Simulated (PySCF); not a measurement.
```xyz
16

F     2.0225   -1.3408    0.7149
C     2.0202   -0.0100    0.4630
F     2.3466    0.0995   -0.8393
O     0.8367    0.5675    0.7561
C    -0.2898    0.2003    0.0001
C    -0.4046    0.9689   -1.3154
F     0.0112    0.2486   -2.3654
F     0.2985    2.0978   -1.2992
F    -1.6778    1.3012   -1.5863
C    -0.8465   -1.2001    0.0386
C    -1.5569   -0.1032    0.7658
Cl   -1.4780   -0.0540    2.5088
H     2.7983    0.4669    1.0772
H    -0.3112   -1.9316    0.6251
H    -1.2822   -1.5874   -0.8710
H    -2.4946    0.2852    0.3927
```

Geometry: GFN2-xTB.

All numbers below come from PBE0/pcSseg-1, SCF density, gas phase, non-relativistic (PySCF 2.14.0).

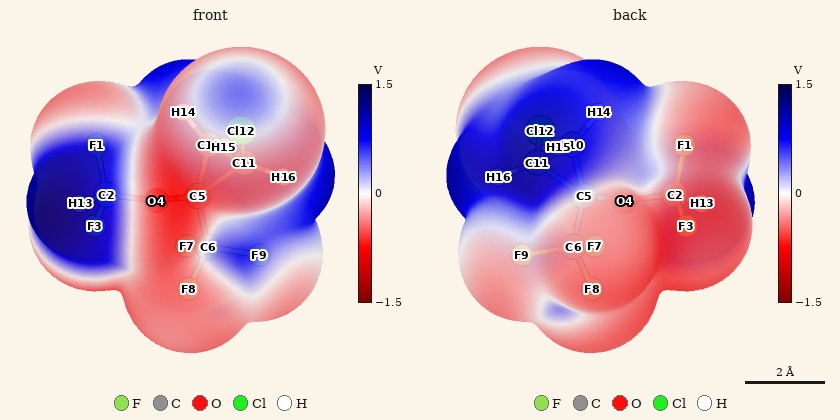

C5H4ClF5O. The molecular electrostatic potential painted on the density surface at 0.001 e/bohr³, seen from the front and from behind; the colour scale runs from red (negative) to blue (positive).

Question: Where is the surface potential most negative and most positive?

Answer: The most negative region (about −0.7 V) lies over F3, O4, F7 and Cl12, the most positive (about +1.3 V) over H13. Cl12 shows a σ-hole: about +0.3 V at the tip opposite its bond, against about −0.4 V on its flanks.

Question: What dipole moment does the calculation give?

Answer: Its dipole moment is 1.10 D.
